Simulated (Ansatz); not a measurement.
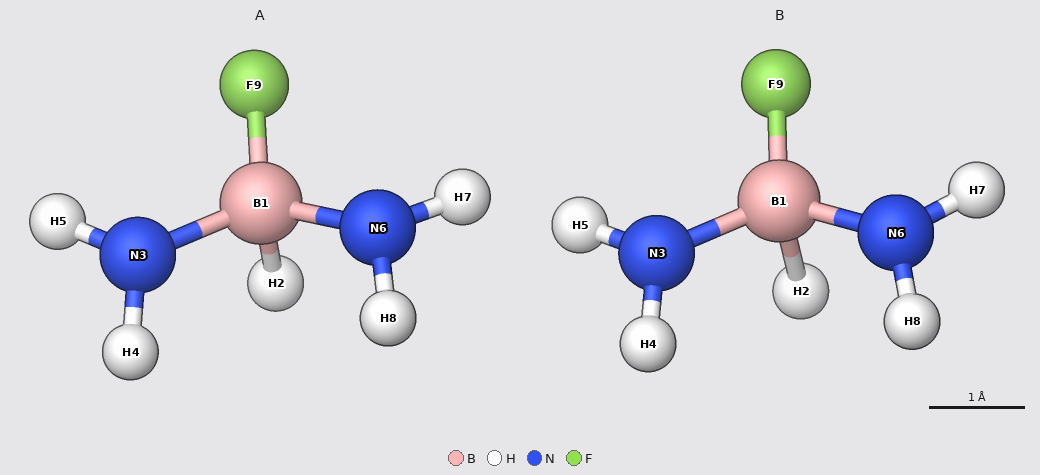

Two geometries of BN$_{2}$H$_{5}$F (multiplicity 2), drawn at one scale. One is the start of a relaxation, the other its converged end. The picture is a ball-and-stick view, seen at a tilt.

Theory: Ansatz 0.2.0, UKS PBE0-D4/def2-SVP. Set-up: collinear spin; force threshold 0.03 eV/Å; at most 50 steps.

**Which of the two is the end point?**

Structure B is the relaxed one. The run prepares an end point of a later path (reaction) calculation, from a guessed geometry. H4 moves most after the best rigid fit: 0.19 Å. Largest moves by element: H 0.19 Å, B 0.09 Å, F 0.06 Å, N 0.06 Å. Among the contacts that change: B1–H2 1.264 → 1.499 Å, N6–H8 1.056 → 1.012 Å, B1–N3 1.488 → 1.453 Å, B1–N6 1.481 → 1.453 Å. Among the angles between lasting bonds that change: H2–B1–N6 100.1° → 95.2°, H2–B1–F9 108.0° → 104.4°, N3–B1–N6 119.1° → 122.4°. The energy falls by 0.140 eV in 8 geometry steps. Largest force component: 1.6 eV/Å at the start, 0.015 eV/Å at the end. The run took 24 s on 2 threads of Arm Neoverse V1 (shared host), peak memory 0.19 GiB.
